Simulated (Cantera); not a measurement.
Charge: 1 mol Cu2O, 7.7 mol CO, 14 mol N2, held at 0.133 bar.

Method: chemical equilibrium by Gibbs-energy minimisation in Cantera with the NASA 1993 tables (ideal gas, pure condensed phases). Candidate condensed phases: C, Cu, CuO, Cu2O; 27 gas species. Equilibrium is a limit: real reactors are often held back by kinetics, nucleation or transport.

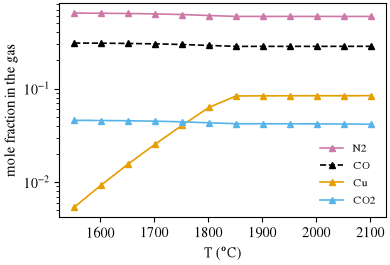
Figure: Equilibrium gas composition (values under 1e-9 drawn at 1e-9)

From 1552 °C to 1802 °C the condensed part is Cu(l). From 1852 °C to 2102 °C nothing is condensed. The main Cu-bearing gas is Cu throughout.
